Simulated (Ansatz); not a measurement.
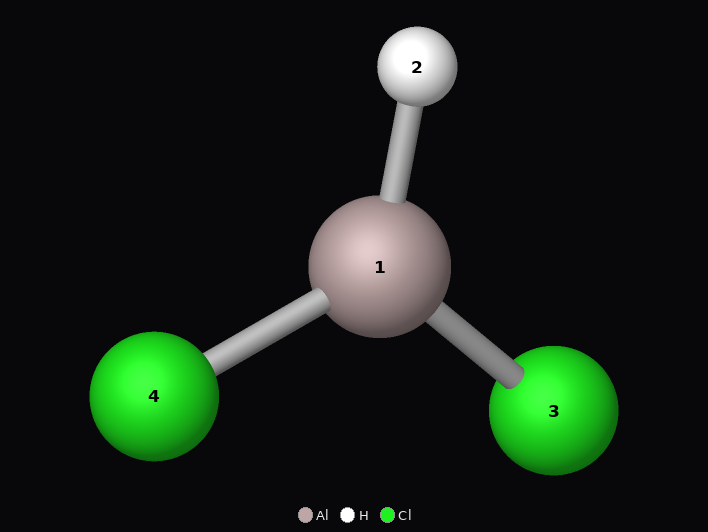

The atoms are numbered. The geometry was computed by an optimisation with PBE0-D4/def2-TZVP.

Give the bond lengths.

| bond | length (Å) |
| --- | --- |
| Al1–H2 | 1.563 |
| Al1–Cl3 | 2.082 |
| Al1–Cl4 | 2.082 |
